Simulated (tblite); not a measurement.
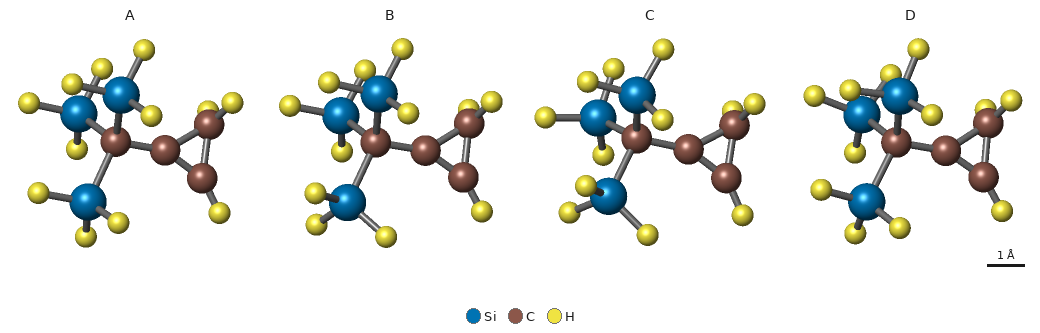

4 geometries from one relaxation of C₄H₁₂Si₃, in shuffled order. Style: ball-and-stick. Shown at a tilt.

Level of theory: tblite, GFN2-xTB geometry optimisation, gas phase. 

Put them in the order of the run, from the start to the converged end.

Answer. C, B, D, A. They are steps 0, 48, 62, 124, at +11.6 kcal/mol, +1.32 kcal/mol, +0.69 kcal/mol relative to the last. An H atom moves most after the best rigid fit: 1.20 Å. By element the largest moves are H 1.20 Å, C 0.16 Å, Si 0.16 Å. Among the contacts that change: C–Si 1.850 → 1.916 Å, C–C 1.508 → 1.455 Å, C–H 1.107 → 1.061 Å, H–Si 1.504 → 1.465 Å. Among the angles between lasting bonds that change: H–C–H 119.3° → 113.1°, Si–C–Si 105.6° → 111.7°, C–C–H 113.8° → 119.8°. Groups turn about C–Si by about 50°. After 124 geometry steps the energy has fallen by 11.6 kcal/mol. The run took 1.5 s on 1 thread of Intel(R) Xeon(R) Processor @ 2.70GHz (shared host).
